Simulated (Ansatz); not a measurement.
# C₂H₁₀BFOSi: single points with varied inputs

Aim: run C₂H₁₀BFOSi under a spread of inputs, and see what each costs and gives.

Computed with Ansatz 0.2.0, Gaussian basis. Level: the settings change from run to run.

### Step 1. The molecule

An earlier PBE0-D4 in a triple-zeta def2 set relaxation fixed the geometry.

16 atoms, charge 0, spin multiplicity 1.

Atoms are counted from 1 here; the program's logs count them from 0.

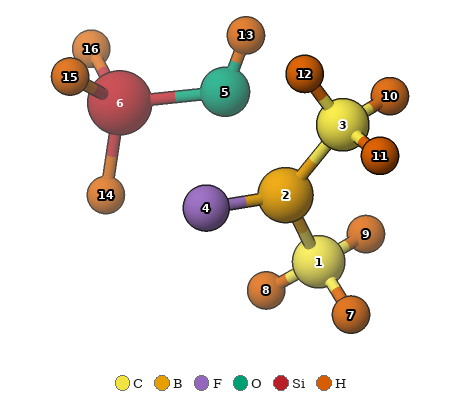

The structure; carbon yellow, boron amber, fluorine purple, oxygen teal, silicon red, hydrogen orange; atoms are numbered from 1 in the order of the file.

Geometry (Å):

```xyz
16
C2H10BFOSi
C    -1.45492   -1.26954   -0.13351
B    -0.19004   -0.83372    0.67731
C     1.19942   -1.55933    0.62904
F    -0.36379    0.08698    1.64363
O     0.49972    0.96285   -0.95443
Si    0.01342    2.48369   -0.50170
H    -1.93285   -2.10719    0.39102
H    -2.19848   -0.47315   -0.20601
H    -1.21015   -1.62291   -1.13652
H     1.45998   -1.90783   -0.37274
H     1.14421   -2.45486    1.26122
H     2.01087   -0.94498    1.02646
H     1.43137    0.83608   -1.14075
H    -1.44191    2.38549   -0.26194
H     0.72282    2.94177    0.71981
H     0.28734    3.45385   -1.59639
```

### Step 2. MP2/pcseg-2

Options: charge +1, multiplicity 2, the search for lower states set to full.

in.yaml reads:

```yaml
crystal:
  periodic: [false, false, false]
  atoms:
    - {symbol: C, position_ang: [-1.454924, -1.269538, -0.133514]}
    - {symbol: B, position_ang: [-0.190036, -0.833721, 0.677307]}
    - {symbol: C, position_ang: [1.199416, -1.559327, 0.629043]}
    - {symbol: F, position_ang: [-0.363794, 0.086979, 1.643633]}
    - {symbol: O, position_ang: [0.499719, 0.962847, -0.954428]}
    - {symbol: Si, position_ang: [0.013420, 2.483687, -0.501701]}
    - {symbol: H, position_ang: [-1.932846, -2.107191, 0.391020]}
    - {symbol: H, position_ang: [-2.198482, -0.473146, -0.206008]}
    - {symbol: H, position_ang: [-1.210153, -1.622906, -1.136517]}
    - {symbol: H, position_ang: [1.459980, -1.907831, -0.372743]}
    - {symbol: H, position_ang: [1.144208, -2.454856, 1.261218]}
    - {symbol: H, position_ang: [2.010872, -0.944983, 1.026465]}
    - {symbol: H, position_ang: [1.431374, 0.836078, -1.140752]}
    - {symbol: H, position_ang: [-1.441908, 2.385490, -0.261943]}
    - {symbol: H, position_ang: [0.722818, 2.941770, 0.719808]}
    - {symbol: H, position_ang: [0.287336, 3.453849, -1.596386]}
basis:
  gaussian: {orbitals: pcseg-2}
total_charge: 1
magnetization: {spin_polarized: true, initial_magnetization: 1}
hamiltonian: {xc: {name: HF}}
correlation: {method: mp2}
scf: {lower_state_search: full}
```

Started as:

```
$ ansatz run in.yaml --threads 4 --pin off --events-out ev --progress --plain --max-ram 11315MiB
```

What it wrote:

```text
Functional definition: HF
  name "HF"
  cite "Fock, Z. Phys. 61, 126 (1930) doi:10.1007/BF01340294"
  parent pbe
  exchange = exact_x
  correlation = 0
1889 factors; integrals over basis functions are off by at most 1.2e-3 eV
mean field evaluation 1: about -15480.1228 eV, gradient 5.0e1 eV
mean field evaluation 2: about -15480.1393 eV, gradient 5.0e1 eV
mean field evaluation 4: about -15491.4268 eV, gradient 6.9e0 eV
mean field evaluation 8: about -15492.2172 eV, gradient 3.1e-1 eV
mean field evaluation 16: about -15491.9324 eV, gradient 2.2e0 eV
mean field evaluation 32: about -15491.8415 eV, gradient 3.2e-6 eV
mean field evaluation 64: about -15480.1233 eV, gradient 5.0e1 eV
mean field evaluation 96: about -15491.8415 eV, gradient 2.9e-2 eV
mean field evaluation 128: about -15491.3835 eV, gradient 1.4e0 eV
mean field -15492.22011846 eV, -569.3285883493 hartree, gradient 9.5e-6 eV, S^2 0.774044; 10 other end points of the search recorded, 0 dependent functions left out
10 core orbitals not correlated: weight in the atoms' cores, before any rotation towards them, 1.000 or more for the frozen orbitals, at most 0.000 for the correlated occupied ones
reference -15492.22011846 eV, -569.3285883493 hartree; 19, 18 occupied and 295, 296 virtual orbitals, 1889 factors
second order -28.46516062 eV of doubles, -0.00000000 eV of singles
Total energy: -15520.68527907 eV, -570.3746637075 hartree
```

Run time: 77 s. Hardware: 4 threads of Arm Neoverse V1, shared host; peak memory 1.2 GiB.

⟨S²⟩ 0.774.

### Step 3. B2PLYP/def2-TZVP

This run has atoms shaken by 0.03 Å, a grid of angular degree 11.

in.yaml reads:

```yaml
crystal:
  periodic: [false, false, false]
  atoms:
    - {symbol: C, position_ang: [-1.403541, -1.303249, -0.186516]}
    - {symbol: B, position_ang: [-0.220375, -0.840233, 0.648858]}
    - {symbol: C, position_ang: [1.197389, -1.576471, 0.668463]}
    - {symbol: F, position_ang: [-0.340566, 0.139799, 1.671362]}
    - {symbol: O, position_ang: [0.512083, 0.940667, -0.983027]}
    - {symbol: Si, position_ang: [0.005342, 2.487949, -0.552415]}
    - {symbol: H, position_ang: [-1.942114, -2.120779, 0.367962]}
    - {symbol: H, position_ang: [-2.211706, -0.501462, -0.206032]}
    - {symbol: H, position_ang: [-1.165624, -1.681723, -1.097771]}
    - {symbol: H, position_ang: [1.439353, -1.897545, -0.427845]}
    - {symbol: H, position_ang: [1.172941, -2.415468, 1.232293]}
    - {symbol: H, position_ang: [2.015478, -0.952968, 1.024247]}
    - {symbol: H, position_ang: [1.423761, 0.853788, -1.090969]}
    - {symbol: H, position_ang: [-1.428777, 2.365547, -0.280789]}
    - {symbol: H, position_ang: [0.713681, 2.917100, 0.785482]}
    - {symbol: H, position_ang: [0.276717, 3.506567, -1.617507]}
basis:
  gaussian: {orbitals: def2-TZVP, final_grid: {core_spheres: 5, valence_spheres: 4, degree: 11}}
hamiltonian: {xc: {name: B2PLYP}}
```

Launched as before.

What it wrote (excerpt; [...] marks lines left out):

```text
Functional definition: B2PLYP
  name "B2PLYP"
  cite "Grimme, J. Chem. Phys. 124, 034108 (2006) doi:10.1063/1.2148954"
  cite "Becke, Phys. Rev. A 38, 3098 (1988) doi:10.1103/PhysRevA.38.3098"
  cite "Lee, Yang & Parr, Phys. Rev. B 37, 785 (1988) doi:10.1103/PhysRevB.37.785"
[...]
1713 factors; integrals over basis functions are off by at most 1.3e-3 eV
[...]
mean field -15542.28099635 eV, -571.1682916793 hartree, gradient 3.4e-6 eV, S^2 0.000000; 0 other end points of the search recorded, 0 dependent functions left out
10 core orbitals not correlated: weight in the atoms' cores, before any rotation towards them, 1.000 or more for the frozen orbitals, at most 0.000 for the correlated occupied ones
reference -15542.28116497 eV, -571.1682978761 hartree; 19, 19 occupied and 223, 223 virtual orbitals, 1713 factors
second order -34.68272190 eV of doubles, -0.00000000 eV of singles
Total energy: -15551.64549988 eV, -571.5124308368 hartree
```

Wall time 8 s (4 threads of Arm Neoverse V1, shared host); peak memory 0.71 GiB.

### Step 4. B3LYP5/def2-TZVP

This run has coordinates scaled by 0.92, the search for lower states set to off.

in.yaml reads:

```yaml
crystal:
  periodic: [false, false, false]
  atoms:
    - {symbol: C, position_ang: [-1.338530, -1.167975, -0.122833]}
    - {symbol: B, position_ang: [-0.174833, -0.767024, 0.623123]}
    - {symbol: C, position_ang: [1.103463, -1.434581, 0.578719]}
    - {symbol: F, position_ang: [-0.334690, 0.080020, 1.512142]}
    - {symbol: O, position_ang: [0.459741, 0.885819, -0.878074]}
    - {symbol: Si, position_ang: [0.012347, 2.284992, -0.461565]}
    - {symbol: H, position_ang: [-1.778218, -1.938616, 0.359738]}
    - {symbol: H, position_ang: [-2.022604, -0.435294, -0.189528]}
    - {symbol: H, position_ang: [-1.113341, -1.493073, -1.045595]}
    - {symbol: H, position_ang: [1.343182, -1.755204, -0.342924]}
    - {symbol: H, position_ang: [1.052671, -2.258468, 1.160320]}
    - {symbol: H, position_ang: [1.850002, -0.869384, 0.944348]}
    - {symbol: H, position_ang: [1.316864, 0.769192, -1.049492]}
    - {symbol: H, position_ang: [-1.326555, 2.194650, -0.240987]}
    - {symbol: H, position_ang: [0.664993, 2.706429, 0.662223]}
    - {symbol: H, position_ang: [0.264349, 3.177541, -1.468676]}
basis:
  gaussian: {orbitals: def2-TZVP}
hamiltonian: {xc: {name: B3LYP5}}
scf: {lower_state_search: off}
```

Same command.

What it wrote (excerpt; [...] marks lines left out):

```text
Functional definition: B3LYP5
  name "B3LYP5"
  cite "Stephens, Devlin, Chabalowski & Frisch, J. Phys. Chem. 98, 11623 (1994) doi:10.1021/j100096a001"
  cite "Becke, Phys. Rev. A 38, 3098 (1988) doi:10.1103/PhysRevA.38.3098"
  cite "Lee, Yang & Parr, Phys. Rev. B 37, 785 (1988) doi:10.1103/PhysRevB.37.785"
  cite "Vosko, Wilk & Nusair, Can. J. Phys. 58, 1200 (1980) doi:10.1139/p80-159"
[...]
1537 factors; their error is unknown
[...]
mean field -15553.76559249 eV, -571.5903428032 hartree, gradient 4.8e-6 eV, S^2 0.000000; 0 other end points of the search recorded, 0 dependent functions left out
reference -15553.76589830 eV, -571.5903540415 hartree; 29, 29 occupied and 223, 223 virtual orbitals, 1537 factors
Total energy: -15553.76589830 eV, -571.5903540415 hartree
Checks for a lower state left out: stability, starts, cluster_reference, orbital_swaps, neighbouring_geometries, increment
```

Run time: 4.4 s. Hardware: 4 threads of Arm Neoverse V1, shared host; peak memory 0.53 GiB.

### Step 5. SPW92/cc-pVDZ

This run has atoms shaken by 0.03 Å.

in.yaml reads:

```yaml
crystal:
  periodic: [false, false, false]
  atoms:
    - {symbol: C, position_ang: [-1.431845, -1.283779, -0.110601]}
    - {symbol: B, position_ang: [-0.213771, -0.811492, 0.669613]}
    - {symbol: C, position_ang: [1.184134, -1.569687, 0.655768]}
    - {symbol: F, position_ang: [-0.375743, 0.060775, 1.665934]}
    - {symbol: O, position_ang: [0.489527, 0.972691, -0.963401]}
    - {symbol: Si, position_ang: [-0.015765, 2.503055, -0.483155]}
    - {symbol: H, position_ang: [-1.940812, -2.140209, 0.354705]}
    - {symbol: H, position_ang: [-2.218343, -0.495233, -0.214406]}
    - {symbol: H, position_ang: [-1.221435, -1.597583, -1.099700]}
    - {symbol: H, position_ang: [1.456239, -1.901904, -0.382771]}
    - {symbol: H, position_ang: [1.144266, -2.461708, 1.272909]}
    - {symbol: H, position_ang: [2.036811, -0.933537, 1.027617]}
    - {symbol: H, position_ang: [1.426041, 0.874181, -1.105289]}
    - {symbol: H, position_ang: [-1.425629, 2.367082, -0.290429]}
    - {symbol: H, position_ang: [0.696518, 2.899897, 0.701525]}
    - {symbol: H, position_ang: [0.318672, 3.450186, -1.619709]}
basis:
  gaussian: {orbitals: cc-pVDZ}
hamiltonian: {xc: {name: SPW92}}
output: {forces: true}
```

The command is unchanged.

What it wrote (excerpt; [...] marks lines left out):

```text
Functional definition: SPW92
  name "SPW92"
  cite "Dirac, Proc. Camb. Phil. Soc. 26, 376 (1930) doi:10.1017/S0305004100016108"
  cite "Slater, Phys. Rev. 81, 385 (1951) doi:10.1103/PhysRev.81.385"
  cite "Perdew & Wang, Phys. Rev. B 45, 13244 (1992) doi:10.1103/PhysRevB.45.13244"
[...]
1603 factors; their error is unknown
[...]
mean field -15463.89989637 eV, -568.2878393839 hartree, gradient 6.0e-5 eV, S^2 0.000000; 0 other end points of the search recorded, 0 dependent functions left out
[...]
reference -15463.89993661 eV, -568.2878408625 hartree; 29, 29 occupied and 109, 109 virtual orbitals, 1603 factors
Total energy: -15463.89993661 eV, -568.2878408625 hartree
Atom 0 at    -1.431845    -1.283779    -0.110601 Å, force    -1.365801     1.037860     0.484084 eV/Å
Atom 1 at    -0.213771    -0.811492     0.669613 Å, force     1.453247    -0.863921     0.215053 eV/Å
[...]
Atom 6 at    -1.940812    -2.140209     0.354705 Å, force    -0.072206    -0.356588     0.452412 eV/Å
Atom 7 at    -2.218343    -0.495233    -0.214406 Å, force     0.102604    -0.032250     0.185450 eV/Å
Atom 8 at    -1.221435    -1.597583    -1.099700 Å, force     0.604176    -0.605391    -1.775600 eV/Å
Atom 9 at     1.456239    -1.901904    -0.382771 Å, force    -0.115788    -0.013717     0.321279 eV/Å
Atom 10 at     1.144266    -2.461708     1.272909 Å, force    -0.081707    -0.769290     0.567132 eV/Å
Atom 11 at     2.036811    -0.933537     1.027617 Å, force    -0.391053    -0.242148    -0.005021 eV/Å
Atom 12 at     1.426041     0.874181    -1.105289 Å, force     1.274969    -0.198762    -0.160574 eV/Å
Atom 13 at    -1.425629     2.367082    -0.290429 Å, force    -1.450056    -0.051273     0.220063 eV/Å
Atom 14 at     0.696518     2.899897     0.701525 Å, force     0.569941     0.521432     1.187585 eV/Å
Atom 15 at     0.318672     3.450186    -1.619709 Å, force    -0.118634     0.121798     0.097322 eV/Å
Dipole moment:     0.217437     0.096755    -0.241954 e Å
```

Wall time 1.3 s (4 threads of Arm Neoverse V1, shared host).

Largest force 1.971 eV/Å, dipole 1.63 D.

### Step 6. PBE0/6-31G

Options: charge -1, multiplicity 2, restricted open-shell orbitals, D3(BJ) with three-body dispersion.

in.yaml reads:

```yaml
crystal:
  periodic: [false, false, false]
  atoms:
    - {symbol: C, position_ang: [-1.454924, -1.269538, -0.133514]}
    - {symbol: B, position_ang: [-0.190036, -0.833721, 0.677307]}
    - {symbol: C, position_ang: [1.199416, -1.559327, 0.629043]}
    - {symbol: F, position_ang: [-0.363794, 0.086979, 1.643633]}
    - {symbol: O, position_ang: [0.499719, 0.962847, -0.954428]}
    - {symbol: Si, position_ang: [0.013420, 2.483687, -0.501701]}
    - {symbol: H, position_ang: [-1.932846, -2.107191, 0.391020]}
    - {symbol: H, position_ang: [-2.198482, -0.473146, -0.206008]}
    - {symbol: H, position_ang: [-1.210153, -1.622906, -1.136517]}
    - {symbol: H, position_ang: [1.459980, -1.907831, -0.372743]}
    - {symbol: H, position_ang: [1.144208, -2.454856, 1.261218]}
    - {symbol: H, position_ang: [2.010872, -0.944983, 1.026465]}
    - {symbol: H, position_ang: [1.431374, 0.836078, -1.140752]}
    - {symbol: H, position_ang: [-1.441908, 2.385490, -0.261943]}
    - {symbol: H, position_ang: [0.722818, 2.941770, 0.719808]}
    - {symbol: H, position_ang: [0.287336, 3.453849, -1.596386]}
basis:
  gaussian: {orbitals: 6-31G}
total_charge: -1
magnetization: {spin_polarized: false, initial_magnetization: 1}
hamiltonian: {xc: {name: PBE0}, dispersion: d3bjatm}
```

Launched as before.

What it wrote (excerpt; [...] marks lines left out):

```text
Functional definition: PBE0
  name "PBE0"
  cite "Adamo & Barone, J. Chem. Phys. 110, 6158 (1999) doi:10.1063/1.478522"
  cite "Perdew, Burke & Ernzerhof, Phys. Rev. Lett. 77, 3865 (1996) doi:10.1103/PhysRevLett.77.3865"
  parent pbe
[...]
990 factors; integrals over basis functions are off by at most 2.6e-4 eV
[...]
mean field -15540.22837821 eV, -571.0928593541 hartree, gradient 5.9e-5 eV, S^2 0.750000; 4 other end points of the search recorded, 0 dependent functions left out
reference -15540.22841010 eV, -571.0928605261 hartree; 30, 29 occupied and 48, 49 virtual orbitals, 990 factors
Total energy: -15540.50417530 eV, -571.1029947103 hartree
```

Run time: 4.6 s. Hardware: 4 threads of Arm Neoverse V1, shared host; peak memory 0.27 GiB.

### Step 7. wB97X-V/ANO-RCC-VTZP

Set apart from the defaults: charge -1, multiplicity 2.

Edit in.yaml of step 6 so:

```diff
@@ -20,5 +20,5 @@
 basis:
-  gaussian: {orbitals: 6-31G}
+  gaussian: {orbitals: ANO-RCC-VTZP}
 total_charge: -1
-magnetization: {spin_polarized: false, initial_magnetization: 1}
-hamiltonian: {xc: {name: PBE0}, dispersion: d3bjatm}
+magnetization: {spin_polarized: true, initial_magnetization: 1}
+hamiltonian: {xc: {name: wB97X-V}}
```

Same command.

What it wrote (excerpt; [...] marks lines left out):

```text
Functional definition: wB97X-V
  name "wB97X-V"
  cite "Mardirossian & Head-Gordon, Phys. Chem. Chem. Phys. 16, 9904 (2014) doi:10.1039/C3CP54374A"
  cite "Becke, J. Chem. Phys. 107, 8554 (1997) doi:10.1063/1.475007"
  cite "Vydrov & Van Voorhis, J. Chem. Phys. 133, 244103 (2010) doi:10.1063/1.3521275"
[...]
      + integral(e_c_pw_opposite_spin*poly(b97_u_opposite, cos0, cos1)) + vv10(b, c)
2067 factors; their error is unknown
610 factors; integrals over basis functions are off by at most 5.5e-6 eV
[...]
mean field -15579.06227719 eV, -572.5199788192 hartree, gradient 2.4e-5 eV, S^2 0.750334; 6 other end points of the search recorded, 0 dependent functions left out
reference -15579.06228149 eV, -572.5199789770 hartree; 30, 29 occupied and 294, 295 virtual orbitals, 2067 factors
Total energy: -15579.06228149 eV, -572.5199789770 hartree
Relativity: scalar
```

It took 1.7 min on 4 threads of Arm Neoverse V1, shared host; peak memory 2.7 GiB.

⟨S²⟩ 0.750.

### Step 8. rPW86-PBE/pcseg-2

Set apart from the defaults: the search for lower states set to off.

Edit in.yaml of step 7 so:

```diff
@@ -20,5 +20,4 @@
 basis:
-  gaussian: {orbitals: ANO-RCC-VTZP}
-total_charge: -1
-magnetization: {spin_polarized: true, initial_magnetization: 1}
-hamiltonian: {xc: {name: wB97X-V}}
+  gaussian: {orbitals: pcseg-2}
+hamiltonian: {xc: {name: rPW86-PBE}}
+scf: {lower_state_search: off}
```

The command is unchanged.

What it wrote (excerpt; [...] marks lines left out):

```text
Functional definition: rPW86-PBE
  name "rPW86-PBE"
  cite "Murray, Lee & Langreth, J. Chem. Theory Comput. 5, 2754 (2009) doi:10.1021/ct900365q"
  cite "Perdew, Burke & Ernzerhof, Phys. Rev. Lett. 77, 3865 (1996) doi:10.1103/PhysRevLett.77.3865"
  parent pbe
[...]
1585 factors; their error is unknown
[...]
mean field -15585.24456220 eV, -572.7471736026 hartree, gradient 2.8e-6 eV, S^2 0.000000; 0 other end points of the search recorded, 0 dependent functions left out
reference -15585.24472758 eV, -572.7471796803 hartree; 29, 29 occupied and 295, 295 virtual orbitals, 1585 factors
Total energy: -15585.24472758 eV, -572.7471796803 hartree
Checks for a lower state left out: stability, starts, cluster_reference, orbital_swaps, neighbouring_geometries, increment
```

Wall time 6 s (4 threads of Arm Neoverse V1, shared host); peak memory 0.48 GiB.

### Step 9. PBE/cc-pVDZ

This run has D3(BJ) dispersion.

Edit in.yaml of step 8 so:

```diff
@@ -20,4 +20,4 @@
 basis:
-  gaussian: {orbitals: pcseg-2}
-hamiltonian: {xc: {name: rPW86-PBE}}
-scf: {lower_state_search: off}
+  gaussian: {orbitals: cc-pVDZ}
+hamiltonian: {xc: {name: PBE}, dispersion: d3bj}
+output: {forces: true}
```

The command is unchanged.

What it wrote (excerpt; [...] marks lines left out):

```text
Functional definition: PBE
  name "PBE"
  cite "Perdew, Burke & Ernzerhof, Phys. Rev. Lett. 77, 3865 (1996) doi:10.1103/PhysRevLett.77.3865"
  parent pbe
[...]
1603 factors; their error is unknown
[...]
mean field -15544.16811179 eV, -571.2376418928 hartree, gradient 7.0e-5 eV, S^2 0.000000; 0 other end points of the search recorded, 0 dependent functions left out
[...]
reference -15544.16815454 eV, -571.2376434638 hartree; 29, 29 occupied and 109, 109 virtual orbitals, 1603 factors
Total energy: -15544.48345682 eV, -571.2492306090 hartree
Atom 0 at    -1.454924    -1.269538    -0.133514 Å, force     0.298849     0.116448     0.107908 eV/Å
Atom 1 at    -0.190036    -0.833721     0.677307 Å, force     0.115746    -0.429192    -0.552622 eV/Å
Atom 2 at     1.199416    -1.559327     0.629043 Å, force    -0.277220     0.198820    -0.056093 eV/Å
[...]
Atom 6 at    -1.932846    -2.107191     0.391020 Å, force    -0.234888    -0.406067     0.251188 eV/Å
Atom 7 at    -2.198482    -0.473146    -0.206008 Å, force    -0.387423     0.395541    -0.030925 eV/Å
Atom 8 at    -1.210153    -1.622906    -1.136517 Å, force     0.113802    -0.189994    -0.504613 eV/Å
Atom 9 at     1.459980    -1.907831    -0.372743 Å, force     0.136763    -0.190855    -0.497647 eV/Å
Atom 10 at     1.144208    -2.454856     1.261218 Å, force    -0.022331    -0.439027     0.305384 eV/Å
Atom 11 at     2.010872    -0.944983     1.026465 Å, force     0.416415     0.297482     0.206126 eV/Å
Atom 12 at     1.431374     0.836078    -1.140752 Å, force     0.774809    -0.090733    -0.129275 eV/Å
Atom 13 at    -1.441908     2.385490    -0.261943 Å, force    -0.404747    -0.042044     0.051877 eV/Å
Atom 14 at     0.722818     2.941770     0.719808 Å, force     0.180319     0.178003     0.369115 eV/Å
Atom 15 at     0.287336     3.453849    -1.596386 Å, force     0.058966     0.301181    -0.321103 eV/Å
Dipole moment:     0.280933     0.010648    -0.244927 e Å
```

Run time: 2.1 s. Hardware: 4 threads of Arm Neoverse V1, shared host.

Largest force 1.573 eV/Å, dipole 1.79 D.

### Step 10. All runs side by side

```tsv
level	charge	multiplicity	geometry	functions	energy (eV)	time
MP2/pcseg-2	1	2	relaxed	324	-15520.685	77 s
B2PLYP/def2-TZVP	0	1	shaken	252	-15551.645	8 s
B3LYP5/def2-TZVP	0	1	scaled	252	-15553.766	4.4 s
SPW92/cc-pVDZ	0	1	shaken	138	-15463.900	1.3 s
PBE0/6-31G	-1	2	relaxed	78	-15540.504	4.6 s
wB97X-V/ANO-RCC-VTZP	-1	2	relaxed	324	-15579.062	1.7 min
rPW86-PBE/pcseg-2	0	1	relaxed	324	-15585.245	6 s
PBE/cc-pVDZ	0	1	relaxed	138	-15544.483	2.1 s
```

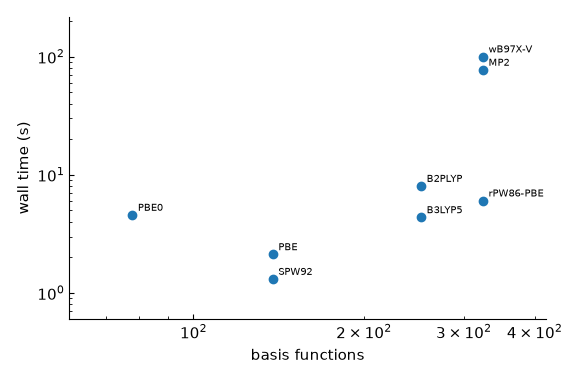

Wall time against the number of basis functions (shared host).

### Step 11. What came out

| quantity | value |
| --- | --- |
| runs | 8 |
| quickest | SPW92/cc-pVDZ, 1.3 s |
| slowest | wB97X-V/ANO-RCC-VTZP, 1.7 min |
| spread of total energies, same state and geometry | 40.8 eV |

Run time spans a factor of 76, from SPW92/cc-pVDZ to wB97X-V/ANO-RCC-VTZP. The jobs differ in tasks and options as well as level. Total energies at one charge and spin differ by 41 eV between levels, so only differences within one level mean anything. At the PBE0-D4/def2-TZVP geometry and in the same state, the sound runs without point charges leave forces up to 1.57 eV/Å (PBE/cc-pVDZ), against 2.0 eV/Å where the atoms were moved.
